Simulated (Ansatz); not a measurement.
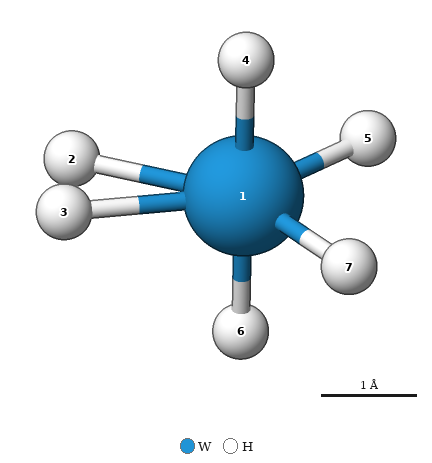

The starting structure (ball-and-stick view, seen at a tilt; atoms are numbered from 1 in the order of the input). Sticks mark near contacts.

## Geometry relaxation of WH₆

WH₆, computed with RKS revPBE/def2-TZVP (Ansatz 0.2.0).

The input holds or restrains some coordinates. It belongs to a series of runs on one base structure; here: pulled along the bonds that form and break, towards end A. Figures and captions count atoms from 1; the log counts them from 0 in places.

### What the program printed
```
The last accepted step is kept in [file] (removed where the run ends without a failure and the disk answers)
Engine: ansatz 0.2.0, aarch64-unknown-linux-gnu
Functional definition: revPBE
  parameter kappa = 1.245
  parameter beta = 0.06672455060314922
  exchange = pbe_x(kappa = kappa, mu = beta*pi^2/3)
  correlation = pbe_c(beta = beta)
588 factors; their error is unknown
mean field evaluation 1: about -1915.6148 eV, gradient 2.3e1 eV
mean field evaluation 2: about -1904.8439 eV, gradient 5.4e1 eV
mean field evaluation 4: about -1916.4858 eV, gradient 1.4e1 eV
mean field evaluation 8: about -1911.7107 eV, gradient 3.4e1 eV
mean field evaluation 16: about -1917.5301 eV, gradient 8.3e0 eV
mean field evaluation 32: about -1917.7606 eV, gradient 2.5e-6 eV
mean field evaluation 64: about -1915.5836 eV, gradient 4.1e-3 eV
mean field evaluation 96: about -1917.7299 eV, gradient 3.1e0 eV
mean field evaluation 128: about -1917.7693 eV, gradient 1.4e-1 eV
mean field evaluation 160: about -1917.1514 eV, gradient 3.6e0 eV
mean field -1917.76057150 eV, -70.4764010978 hartree, gradient 2.0e-6 eV, S^2 0.000000; 13 other end points of the search recorded, 0 dependent functions left out
the calculation of the forces begins
reference -1917.76062820 eV, -70.4764031814 hartree; 10, 10 occupied and 66, 66 virtual orbitals, 588 factors
WARN: the results are in doubt because the forces break the atoms' symmetry
relax step   1: F+E_penalty+E_count = -1917.76057150 eV  Δ(F+E_penalty+E_count) = +0.000e0 eV  max|allowed force component| = 2.180e0 eV/Å  E_restraint = 12.04025589 eV  max|allowed force component, restraints' pulls added| = 1.883e1 eV/Å  Δτ_max = 0.0000 Å  (582 SCF iters, accepted)
  distance H 1 - H 2 = 1.0099 Å
  distance W 0 - H 1 = 1.9200 Å
  distance W 0 - H 2 = 1.9200 Å
these checks for a lower state are left out or cut short: starts, cluster_reference, orbital_swaps, neighbouring_geometries, increment
588 factors; their error is unknown
mean field -1917.28254516 eV, -70.4588339537 hartree, gradient 2.2e-6 eV, S^2 0.000000; 0 other end points of the search recorded, 0 dependent functions left out
[... from here on the field's lines of each further geometry are left out, up to the last ...]
relax step   2: F+E_penalty+E_count = -1917.28254516 eV  Δ(F+E_penalty+E_count) = +4.780e-1 eV  max|allowed force component| = 2.262e0 eV/Å  E_restraint = 3.97696571 eV  max|allowed force component, restraints' pulls added| = 1.133e1 eV/Å  Δτ_max = 0.1949 Å  (65 SCF iters, accepted)
relax step   3: F+E_penalty+E_count = -1917.85590914 eV  Δ(F+E_penalty+E_count) = -5.734e-1 eV  max|allowed force component| = 1.580e0 eV/Å  E_restraint = 0.42721019 eV  max|allowed force component, restraints' pulls added| = 3.282e0 eV/Å  Δτ_max = 0.1944 Å  (43 SCF iters, accepted)
relax step   4: F+E_penalty+E_count = -1919.31248632 eV  Δ(F+E_penalty+E_count) = -1.457e0 eV  max|allowed force component| = 1.326e0 eV/Å  E_restraint = 0.06919612 eV  max|allowed force component, restraints' pulls added| = 2.013e0 eV/Å  Δτ_max = 0.1992 Å  (36 SCF iters, accepted)
relax step   5: F+E_penalty+E_count = -1920.23572102 eV  Δ(F+E_penalty+E_count) = -9.232e-1 eV  max|allowed force component| = 9.985e-1 eV/Å  E_restraint = 0.03807392 eV  max|allowed force component, restraints' pulls added| = 1.430e0 eV/Å  Δτ_max = 0.1950 Å  (36 SCF iters, accepted)
relax step   6: F+E_penalty+E_count = -1920.87524796 eV  Δ(F+E_penalty+E_count) = -6.395e-1 eV  max|allowed force component| = 6.167e-1 eV/Å  E_restraint = 0.01007130 eV  max|allowed force component, restraints' pulls added| = 7.301e-1 eV/Å  Δτ_max = 0.1950 Å  (34 SCF iters, accepted)
relax step   7: F+E_penalty+E_count = -1921.15375155 eV  Δ(F+E_penalty+E_count) = -2.785e-1 eV  max|allowed force component| = 1.827e-1 eV/Å  E_restraint = 0.02743338 eV  max|allowed force component, restraints' pulls added| = 6.927e-1 eV/Å  Δτ_max = 0.1929 Å  (31 SCF iters, accepted)
relax step   8: F+E_penalty+E_count = -1921.16469914 eV  Δ(F+E_penalty+E_count) = -1.095e-2 eV  max|allowed force component| = 1.867e-1 eV/Å  E_restraint = 0.00071153 eV  max|allowed force component, restraints' pulls added| = 7.664e-2 eV/Å  Δτ_max = 0.0708 Å  (30 SCF iters, accepted)
relax step   9: F+E_penalty+E_count = -1921.20390837 eV  Δ(F+E_penalty+E_count) = -3.921e-2 eV  max|allowed force component| = 2.521e-1 eV/Å  E_restraint = 0.00114693 eV  max|allowed force component, restraints' pulls added| = 3.945e-1 eV/Å  Δτ_max = 0.1014 Å  (35 SCF iters, accepted)
relax step  10: F+E_penalty+E_count = -1921.26664663 eV  Δ(F+E_penalty+E_count) = -6.274e-2 eV  max|allowed force component| = 2.184e-1 eV/Å  E_restraint = 0.00362986 eV  max|allowed force component, restraints' pulls added| = 5.159e-1 eV/Å  Δτ_max = 0.1135 Å  (34 SCF iters, accepted)
relax step  11: F+E_penalty+E_count = -1921.33655902 eV  Δ(F+E_penalty+E_count) = -6.991e-2 eV  max|allowed force component| = 5.228e-1 eV/Å  E_restraint = 0.07031410 eV  max|allowed force component, restraints' pulls added| = 2.020e0 eV/Å  Δτ_max = 0.1940 Å  (34 SCF iters, accepted)
relax step  12: F+E_penalty+E_count = -1921.25795238 eV  Δ(F+E_penalty+E_count) = +7.861e-2 eV  max|allowed force component| = 5.815e-1 eV/Å  E_restraint = 0.00570059 eV  max|allowed force component, restraints' pulls added| = 5.815e-1 eV/Å  Δτ_max = 0.1904 Å  (35 SCF iters, rejected (line search))
relax step  13: F+E_penalty+E_count = -1921.34137505 eV  Δ(F+E_penalty+E_count) = -4.816e-3 eV  max|allowed force component| = 3.084e-1 eV/Å  E_restraint = 0.00315221 eV  max|allowed force component, restraints' pulls added| = 1.718e-1 eV/Å  Δτ_max = 0.0635 Å  (29 SCF iters, accepted)
the calculation of the forces begins
reference -1921.34766340 eV, -70.6082242937 hartree; 10, 10 occupied and 66, 66 virtual orbitals, 588 factors
relax step  14: F+E_penalty+E_count = -1921.34760993 eV  Δ(F+E_penalty+E_count) = -6.235e-3 eV  max|allowed force component| = 1.460e-1 eV/Å  E_restraint = 0.00122878 eV  max|allowed force component, restraints' pulls added| = 1.489e-1 eV/Å  Δτ_max = 0.0997 Å  (30 SCF iters, accepted)
  distance H 1 - H 2 = 1.8652 Å
  distance W 0 - H 1 = 1.7148 Å
  distance W 0 - H 2 = 1.7148 Å
588 factors; their error is unknown
mean field evaluation 288: about -1921.3476 eV, gradient 1.8e-5 eV
```

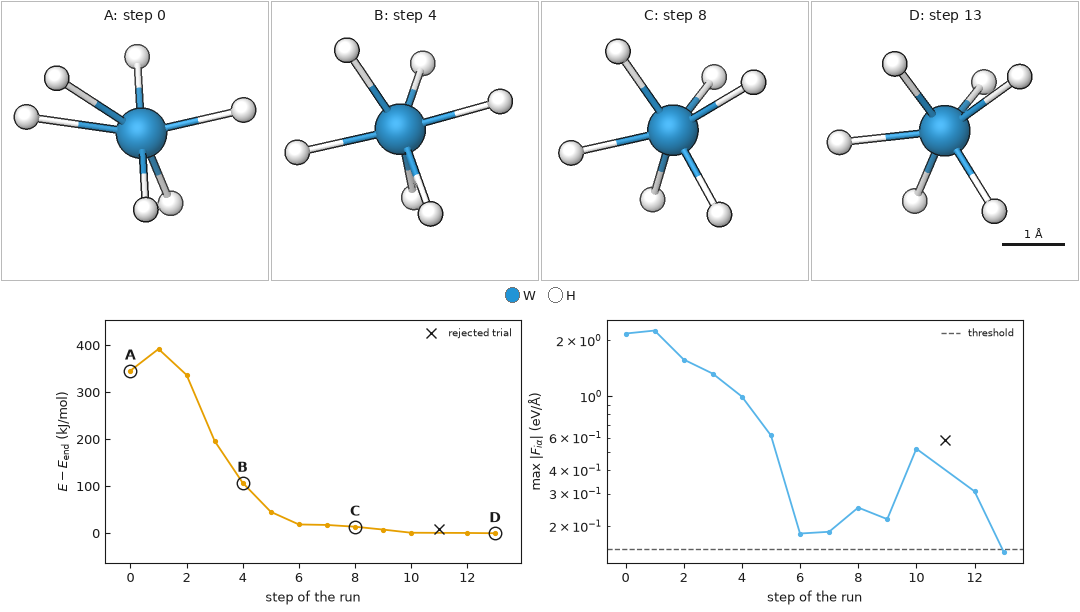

Frames of the restrained relaxation (ball-and-stick view, seen at a tilt) above the curves, on which the letters mark them (the first geometry is step 0 here and step 1 in the log).

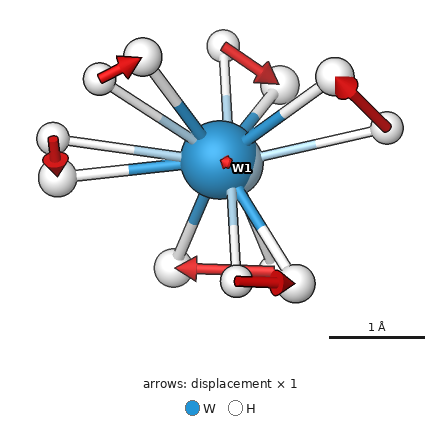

Start (faint) and end (solid) with the displacements as red arrows, at true length (ball-and-stick view, seen at a tilt). The two geometries are laid on each other by the best rigid fit. The largest moves after the best rigid fit, 1.07 Å, are those of H5 and H7. By element the largest moves are H 1.07 Å, W 0.13 Å. Distances before and after: W1–H2 1.920 → 1.715 Å, W1–H5 1.720 → 1.793 Å, W1–H4 1.720 → 1.707 Å. Among the angles that change: H5–W1–H7 90.0° → 153.1°, H4–W1–H6 180.0° → 122.3°, H2–W1–H5 119.8° → 70.9°. After 13 geometry steps the energy has fallen by 346.1 kJ/mol. Largest force component: 2.2 eV/Å at the start, 0.15 eV/Å at the end. The line search rejected the trial step at point 11 (counted from 0) and went back. (Atoms are counted from 1 in the order of the input.)

```
mean field -1921.34760993 eV, -70.6082223289 hartree, gradient 1.8e-5 eV, S^2 0.000000; 4 other end points of the search recorded, 0 dependent functions left out
the calculation of the forces begins
reference -1921.34766340 eV, -70.6082242937 hartree; 10, 10 occupied and 66, 66 virtual orbitals, 588 factors
Total energy: -1921.34766340 eV, -70.6082242937 hartree
Atom 0 at     0.088618     0.000000     0.088618 Å, force     0.125436     0.000000     0.125436 eV/Å
Atom 1 at     0.448653    -0.072092     1.763616 Å, force     0.005593     0.014929    -0.117306 eV/Å
Atom 2 at     1.763616     0.072092     0.448653 Å, force    -0.117306    -0.014929     0.005593 eV/Å
Atom 3 at    -0.516849     1.494668    -0.471014 Å, force    -0.075852    -0.074485    -0.115718 eV/Å
Atom 4 at    -1.436645     0.119634     1.023322 Å, force     0.145956    -0.032761     0.031890 eV/Å
Atom 5 at    -0.471014    -1.494668    -0.516849 Å, force    -0.115718     0.074485    -0.075852 eV/Å
Atom 6 at     1.023322    -0.119634    -1.436645 Å, force     0.031890     0.032761     0.145956 eV/Å
Dipole moment:    -0.002918    -0.000000    -0.002918 e Å
```

### Trajectory as extended XYZ (Å, eV, eV/Å), 14 frames, from step=1 to step=14
```
7
Properties=species:S:1:pos:R:3:forces:R:3 step=1 energy=-1917.76057
W     0.0000    0.0000    0.0000   -1.3284   0.0000  -1.3284
H     0.9528    0.0000    1.6669    2.1797  -1.2321  -1.7192
H     1.6669    0.0000    0.9528   -1.7192   1.2321   2.1797
H     0.0000    1.7200    0.0000   -0.0917   1.4149   0.2051
H    -1.7200    0.0000    0.0000   -0.0727   0.8084   0.8271
H     0.0000   -1.7200    0.0000    0.2051  -1.4149  -0.0917
H     0.0000    0.0000   -1.7200    0.8271  -0.8084  -0.0727
7
Properties=species:S:1:pos:R:3:forces:R:3 step=2 energy=-1917.28255
W     0.0549    0.0000    0.0549    0.3520   0.0000   0.3520
H     0.7803   -0.0265    1.7536    0.3913  -2.2620  -0.7562
H     1.7536    0.0265    0.7803   -0.7562   2.2620   0.3913
H    -0.0010    1.7465    0.0055   -0.4202   0.9206  -0.6432
H    -1.7127    0.0176    0.0190   -0.1171   1.0740   1.1934
H     0.0055   -1.7465   -0.0010   -0.6432  -0.9206  -0.4202
H     0.0190   -0.0176   -1.7127    1.1934  -1.0740  -0.1171
7
Properties=species:S:1:pos:R:3:forces:R:3 step=3 energy=-1917.85591
W     0.1281    0.0000    0.1281    0.3224   0.0000   0.3224
H     0.6337   -0.1225    1.8381    0.2141  -1.5798  -0.4167
H     1.8381    0.1225    0.6337   -0.4167   1.5798   0.2141
H    -0.0161    1.7605   -0.0265   -0.7501   0.0925  -1.1707
H    -1.7127    0.0495    0.0551    0.3907   0.7302   1.4103
H    -0.0265   -1.7605   -0.0161   -1.1707  -0.0925  -0.7501
H     0.0551   -0.0495   -1.7127    1.4103  -0.7302   0.3907
7
Properties=species:S:1:pos:R:3:forces:R:3 step=4 energy=-1919.31249
W     0.1839    0.0000    0.1839   -1.3260   0.0000  -1.3260
H     0.5745   -0.3095    1.8574    0.3984  -1.1357  -0.1181
H     1.8574    0.3095    0.5745   -0.1181   1.1357   0.3984
H    -0.1139    1.7407   -0.1804   -0.2656  -0.8469  -0.6388
H    -1.6542    0.1189    0.2324    0.6861   0.5193   1.2640
H    -0.1804   -1.7407   -0.1139   -0.6388   0.8469  -0.2656
H     0.2324   -0.1189   -1.6542    1.2640  -0.5193   0.6861
7
Properties=species:S:1:pos:R:3:forces:R:3 step=5 energy=-1920.23572
W     0.1468    0.0000    0.1468   -0.6090   0.0000  -0.6090
H     0.5566   -0.3861    1.7883    0.2857  -0.9437  -0.1121
H     1.7883    0.3861    0.5566   -0.1121   0.9437   0.2857
H    -0.1622    1.6815   -0.2352   -0.3018  -0.2111  -0.6938
H    -1.6038    0.1840    0.4091    0.4326   0.3704   0.9985
H    -0.2352   -1.6815   -0.1622   -0.6938   0.2111  -0.3018
H     0.4091   -0.1840   -1.6038    0.9985  -0.3704   0.4326
7
Properties=species:S:1:pos:R:3:forces:R:3 step=6 energy=-1920.87525
W     0.1191    0.0000    0.1191   -0.0965   0.0000  -0.0965
H     0.5625   -0.4606    1.7242    0.0699  -0.6167  -0.0800
H     1.7242    0.4606    0.5625   -0.0800   0.6167   0.0699
H    -0.2202    1.6598   -0.3276   -0.1616  -0.1917  -0.4589
H    -1.5479    0.2319    0.5897    0.1835   0.1661   0.5435
H    -0.3276   -1.6598   -0.2202   -0.4589   0.1917  -0.1616
H     0.5897   -0.2319   -1.5479    0.5435  -0.1661   0.1835
7
Properties=species:S:1:pos:R:3:forces:R:3 step=7 energy=-1921.15375
W     0.1058    0.0000    0.1058    0.1827   0.0000   0.1827
H     0.5716   -0.5501    1.6693   -0.1199  -0.1388   0.0933
H     1.6693    0.5501    0.5716    0.0933   0.1388  -0.1199
H    -0.2722    1.6070   -0.4569   -0.0578  -0.0606  -0.0903
H    -1.4904    0.2546    0.7724   -0.0133  -0.0105   0.0052
H    -0.4569   -1.6070   -0.2722   -0.0903   0.0606  -0.0578
H     0.7724   -0.2546   -1.4904    0.0052   0.0105  -0.0133
7
Properties=species:S:1:pos:R:3:forces:R:3 step=8 energy=-1921.16470
W     0.1117    0.0000    0.1117   -0.0130   0.0000  -0.0130
H     0.5711   -0.4887    1.6958   -0.1867  -0.0646   0.1552
H     1.6958    0.4887    0.5711    0.1552   0.0646  -0.1867
H    -0.3222    1.5701   -0.4907   -0.0268  -0.0542   0.0028
H    -1.4799    0.2275    0.8139   -0.0081  -0.0165   0.0766
H    -0.4907   -1.5701   -0.3222    0.0028   0.0542  -0.0268
H     0.8139   -0.2275   -1.4799    0.0766   0.0165  -0.0081
7
Properties=species:S:1:pos:R:3:forces:R:3 step=9 energy=-1921.20391
W     0.1117    0.0000    0.1117   -0.0115   0.0000  -0.0115
H     0.5495   -0.4027    1.7307   -0.2521   0.1239   0.0875
H     1.7307    0.4027    0.5495    0.0875  -0.1239  -0.2521
H    -0.3925    1.5109   -0.5337   -0.0382   0.0719   0.1019
H    -1.4622    0.1913    0.8963    0.0422  -0.0237   0.0701
H    -0.5337   -1.5109   -0.3925    0.1019  -0.0719  -0.0382
H     0.8963   -0.1913   -1.4622    0.0701   0.0237   0.0422
7
Properties=species:S:1:pos:R:3:forces:R:3 step=10 energy=-1921.26665
W     0.1062    0.0000    0.1062    0.0844   0.0000   0.0844
H     0.5107   -0.3004    1.7609   -0.2184   0.2130  -0.0896
H     1.7609    0.3004    0.5107   -0.0896  -0.2130  -0.2184
H    -0.4599    1.4739   -0.5492   -0.0267   0.1001   0.1497
H    -1.4394    0.1608    0.9703    0.0469  -0.0145   0.0536
H    -0.5492   -1.4739   -0.4599    0.1497  -0.1001  -0.0267
H     0.9703   -0.1608   -1.4394    0.0536   0.0145   0.0469
7
Properties=species:S:1:pos:R:3:forces:R:3 step=11 energy=-1921.33656
W     0.0818    0.0000    0.0818    0.5228   0.0000   0.5228
H     0.4212   -0.1286    1.7719    0.0071   0.1098  -0.3502
H     1.7719    0.1286    0.4212   -0.3502  -0.1098   0.0071
H    -0.5471    1.4573   -0.5198   -0.0585   0.1340   0.0130
H    -1.3984    0.1349    1.0901    0.0238  -0.0106  -0.1581
H    -0.5198   -1.4573   -0.5471    0.0130  -0.1340  -0.0585
H     1.0901   -0.1349   -1.3984   -0.1581   0.0106   0.0238
7
Properties=species:S:1:pos:R:3:forces:R:3 step=12 energy=-1921.25795 accepted=F
W     0.0858    0.0000    0.0858    0.3861   0.0000   0.3861
H     0.4433   -0.1322    1.7497   -0.1151  -0.0156   0.0478
H     1.7497    0.1322    0.4433    0.0478   0.0156  -0.1151
H    -0.6666    1.4389   -0.3726    0.0048   0.1858  -0.2185
H    -1.3510    0.3001    1.0111   -0.5815  -0.0253   0.4764
H    -0.3726   -1.4389   -0.6666   -0.2185  -0.1858   0.0048
H     1.0111   -0.3001   -1.3510    0.4764   0.0253  -0.5815
7
Properties=species:S:1:pos:R:3:forces:R:3 step=13 energy=-1921.34137
W     0.0829    0.0000    0.0829    0.3084   0.0000   0.3084
H     0.4474   -0.1704    1.7475   -0.0817   0.1179  -0.0893
H     1.7475    0.1704    0.4474   -0.0893  -0.1179  -0.0817
H    -0.5642    1.4647   -0.4856   -0.0475   0.0888  -0.0165
H    -1.3974    0.1947    1.0691   -0.0147  -0.0495  -0.0586
H    -0.4856   -1.4647   -0.5642   -0.0165  -0.0888  -0.0475
H     1.0691   -0.1947   -1.3974   -0.0586   0.0495  -0.0147
7
Properties=species:S:1:pos:R:3:forces:R:3 step=14 energy=-1921.34761
W     0.0886    0.0000    0.0886    0.1254   0.0000   0.1254
H     0.4487   -0.0721    1.7636    0.0056   0.0149  -0.1173
H     1.7636    0.0721    0.4487   -0.1173  -0.0149   0.0056
H    -0.5168    1.4947   -0.4710   -0.0759  -0.0745  -0.1157
H    -1.4366    0.1196    1.0233    0.1460  -0.0328   0.0319
H    -0.4710   -1.4947   -0.5168   -0.1157   0.0745  -0.0759
H     1.0233   -0.1196   -1.4366    0.0319   0.0328   0.1460
```

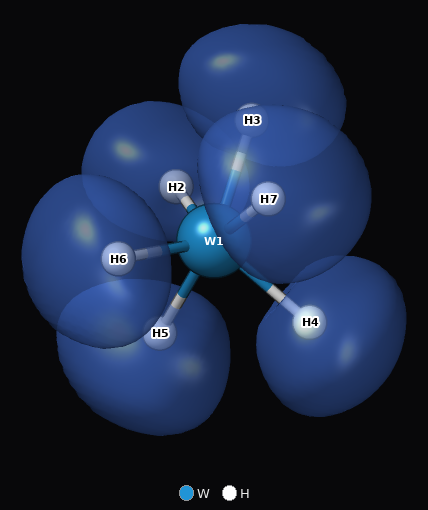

Isosurface of the ELF at 0.75 (blue), seen at an oblique angle. Only the valence region is drawn (cores and ρ < 0.01 e/Å³ removed). Values along the shortest contacts: W–H (1.71 Å): the ELF climbs to about 1 towards the hydrogen, as it does in any bond to H.

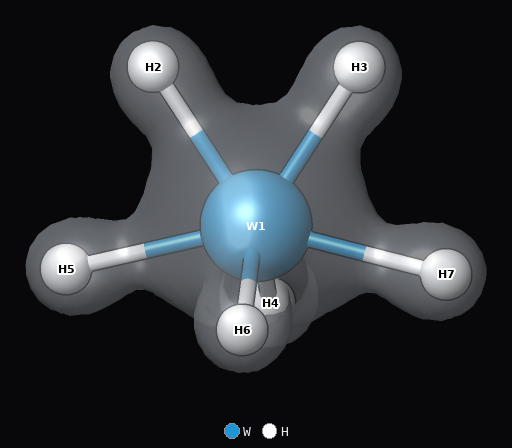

Isosurface of the electron density at 0.6 e/Å³ (grey), seen at a tilt. At this value the surface is in one piece. On the grid the lowest density along these lines, outside the cores, is 0.95 e/Å³ (W–H, 1.71 Å).

This output came from the following input.

### The input
```yaml
crystal:
  periodic: [false, false, false]
  atoms:
    - { symbol: W, position_ang: [0.0, 0.0, 0.0] }
    - { symbol: H, position_ang: [0.9528, 0.0, 1.6669] }
    - { symbol: H, position_ang: [1.6669, 0.0, 0.9528] }
    - { symbol: H, position_ang: [0.0, 1.72, 0.0] }
    - { symbol: H, position_ang: [-1.72, 0.0, 0.0] }
    - { symbol: H, position_ang: [0.0, -1.72, 0.0] }
    - { symbol: H, position_ang: [0.0, 0.0, -1.72] }
basis:
  gaussian: { orbitals: def2-TZVP }
hamiltonian:
  xc: revpbe
relax:
  f_tol: 0.15
  max_steps: 25
  restrain:
    - { distance: [1, 2], at: 1.86, k: 30.0 }
    - { distance: [0, 1], at: 1.72, k: 30.0 }
    - { distance: [0, 2], at: 1.72, k: 30.0 }
output:
  orbitals: {}
```

Launch command:
```bash
ansatz run input.yaml --threads 2 --pin off --max-ram 3072MiB --backend cpu --events-out ev --progress --plain --runs-dir out
```

### Summary

| quantity | value |
| --- | --- |
| outcome | converged under the restraints of the input |
| total energy | −1921.3477 eV |
| mean-field energy | −1921.3477 eV |
| largest force (length of the vector) at the end, held atoms and coordinates included | 0.177 eV/Å |
| hardware | 2 threads of Arm Neoverse V1, 24 GiB of memory available, shared host |
| wall time | 26 s (CPU time 50 s) |
| peak memory | 0.13 GiB |
